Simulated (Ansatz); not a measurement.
## Electronic structure of BrClHSi2 (SMILES Cl/[SiH]=[Si]/Br) (doublet) in real space

```yaml
atoms:
  - { symbol: Br, position_ang: [-0.3904, 1.6289, 3.7141] }
  - { symbol: Cl, position_ang: [1.2839, -2.7243, 1.0683] }
  - { symbol: Si, position_ang: [0.7060, -0.8826, 1.8372] }
  - { symbol: Si, position_ang: [-0.1371, -0.6620, 4.0043] }
  - { symbol: H, position_ang: [0.9433, 0.1334, 0.7718] }
```

Geometry: B3LYP/6-31G*.

These are results of isolated molecule in a Gaussian basis; Kohn-Sham density functional theory, functional PBE0 (Ansatz 0.2.0), not measurements.

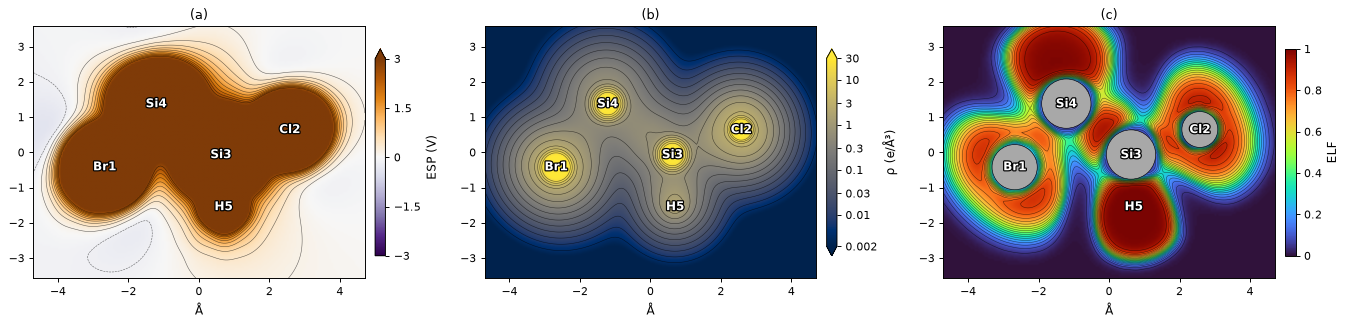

Figure 1. (a) electrostatic potential; (b) total electron density; (c) electron localisation function on the molecular plane. Grey discs cover the atomic cores in the ELF map.

> Read the bonding off the picture.

Atoms in the plane: Br, Cl, Si and H.
Si–Cl (2.08 Å): ρ at the midpoint is about 0.86 e/Å³; the ELF peaks at about 0.85 between the atoms: a polar covalent bond.
Si–Br (2.32 Å): ρ is about 0.64 e/Å³ halfway, with its minimum of 0.51 e/Å³ about 0.8 Å from Si; the ELF peaks at about 0.80 between the atoms: a polar covalent bond.
Si–Si (2.34 Å): the density is about 0.59 e/Å³ at the midpoint; the ELF peaks at about 0.95 between the atoms: a shared electron pair.
Si–H (1.49 Å): ρ at the midpoint is about 0.82 e/Å³; the ELF climbs to about 1 towards the hydrogen, as it does in any bond to H.
The ELF also peaks beside Br1, Cl2 and Si4, away from the bonds: non-bonding electrons, paired or unpaired.
Outside the dense part of the molecule the potential is most negative (−0.4 V) near Br1.

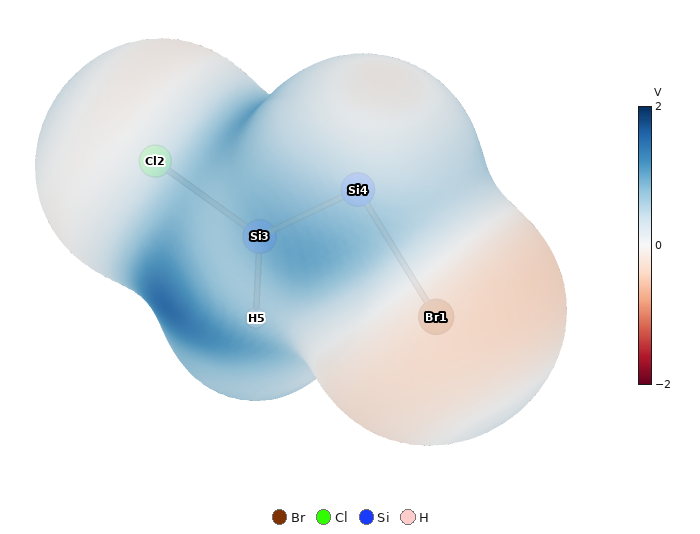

Figure 2. The molecular electrostatic potential painted on the density surface at 0.002 e/bohr³, seen at a tilt; red is negative and blue positive.

> Where is the surface potential most negative and most positive?

The most negative region (about −0.4 V) lies over Br1, the most positive (about +1.5 V) over Si3. Br1 shows a σ-hole: about +0.2 V at the tip opposite its bond, against about −0.2 V on its flanks. Cl2 shows a σ-hole: about +0.4 V at the tip opposite its bond, against about 0.0 V on its flanks.

> How polar is the molecule by this calculation?

Its dipole moment is 0.86 D.

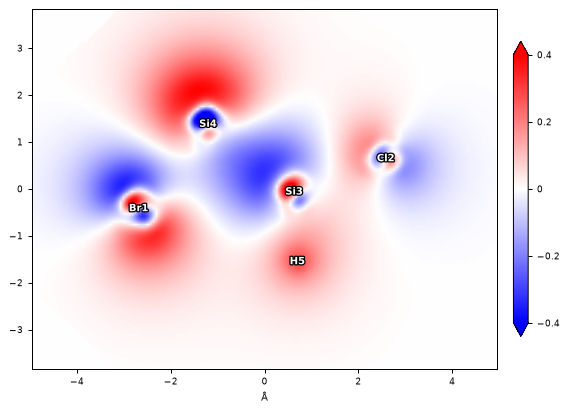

Figure 3. One frontier orbital on the molecular plane (values in Å⁻³ᐟ²; the overall sign is arbitrary).

> Which orbital is it: HOMO (β) or LUMO (β)?

The HOMO (β), at −7.02 eV. By Hirshfeld shares it lies mainly on Si4 (about 50 %), Br1 (about 25 %) and Si3 (about 20 %); it is symmetric in the molecular plane (an in-plane orbital: σ, lone-pair or in-plane π type).

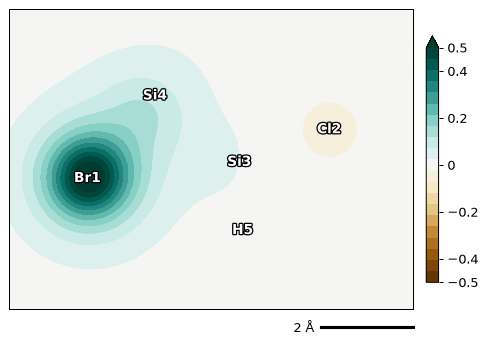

Figure 4. The HOMO−1 (β) on a plane 0.8 Å above the molecular plane (values in Å⁻³ᐟ²; the overall sign is arbitrary).

> Where does this orbital lie, and at what energy?

It lies mainly on Br1 (about 85 %); it changes sign across the molecular plane (π type). Its energy is −8.87 eV.
